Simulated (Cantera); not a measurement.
Input: 1 mol HMDSO, 1.8 mol H₂O, 180 mol N₂, at 133 Pa.

Method: chemical equilibrium by Gibbs-energy minimisation in Cantera with the NASA 1993 tables (ideal gas, pure condensed phases). Candidate condensed phases: C, C₆H₆, C₇H₈, C₈H₁₈, H₂O, Si, SiC, SiO₂, Si₂N₂O, Si₃N₄; 151 gas species. The feed counts by its element totals alone. N₂ is the only nitrogen source here; it is nearly inert below about 1500 K, so the nitride shown seldom forms there in practice. Kinetics and transport are ignored.

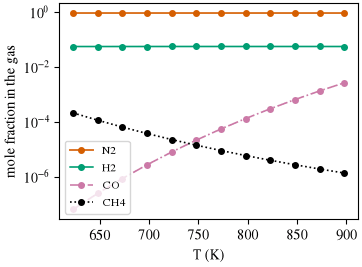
*Equilibrium gas composition (values under 1e-9 drawn at 1e-9)*

From 623 K to 823 K the condensed part is C(graphite) + SiO₂(α-quartz) + Si₂N₂O(s). From 848 K to 898 K the condensed part is C(graphite) + SiO₂(β-quartz) + Si₂N₂O(s).
